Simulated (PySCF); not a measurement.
C5H8FO2S (doublet)

The calculation's input:

```
{"job": {"kind": "epr", "basis": "pcH-1"}, "charge": 0, "multiplicity": 2}
C     -0.947877     1.542058    -1.084710
C     -0.381476     0.652733    -0.158420
F     -0.808206     0.776560     1.122304
S     -1.038482    -1.209124    -0.713168
C     -2.699334    -1.122495     0.001042
C      1.108467     0.372078    -0.254277
O      1.726711     0.473605    -1.278422
O      1.591216    -0.009536     0.916107
C      2.968517    -0.361239     0.977251
H     -0.502291     1.618519    -2.056147
H     -1.889715     2.013592    -0.882607
H     -3.101522    -2.128293    -0.072484
H     -3.315031    -0.435611    -0.571494
H     -2.635759    -0.821277     1.042073
H      3.517632     0.441177     1.471947
H      3.359690    -0.513357    -0.030079
H      3.040463    -1.277360     1.561174
```

Launched as:

```sh
OMP_NUM_THREADS=1 python probes_run.py task.json out
```

Geometry: GFN2-xTB.

Level of theory: UKS B3LYP, pcH-1 on C F H O S, non-relativistic, mean-field spin-orbit, GIAO in PySCF 2.14.0, density-fitted response routines.

**Predict the electron density, electron localisation function and spin density between the atoms.**

C–O (1.20 Å): ρ is about 3.4 e/Å³ halfway; the ELF peaks at about 0.85 between the atoms; a multiple bond.
C–O (1.32 Å): the density is about 2.5 e/Å³ at the midpoint; the ELF peaks at about 0.85 between the atoms (a polar covalent bond).
The unpaired spin (1 electron) lies mostly on C1 (about 0.6) and S4 (about 0.3), in electrons by Hirshfeld's partition.

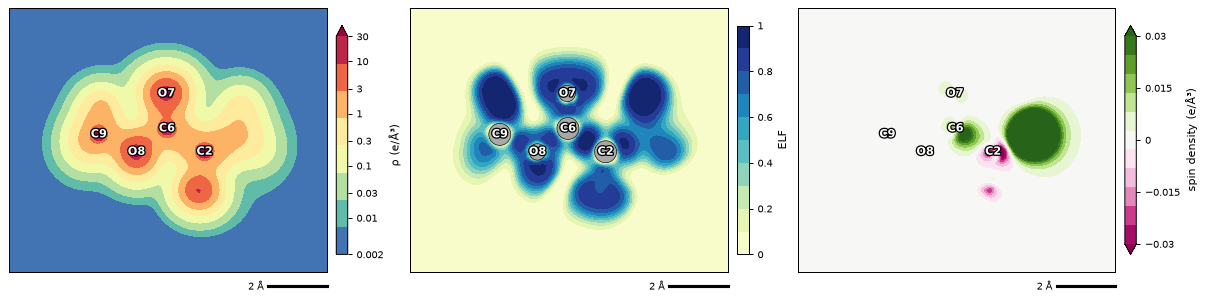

Computed electron density, electron localisation function and spin density on the plane of atoms C2, C6 and O7, in this order. Grey discs cover the atomic cores in the ELF map. 
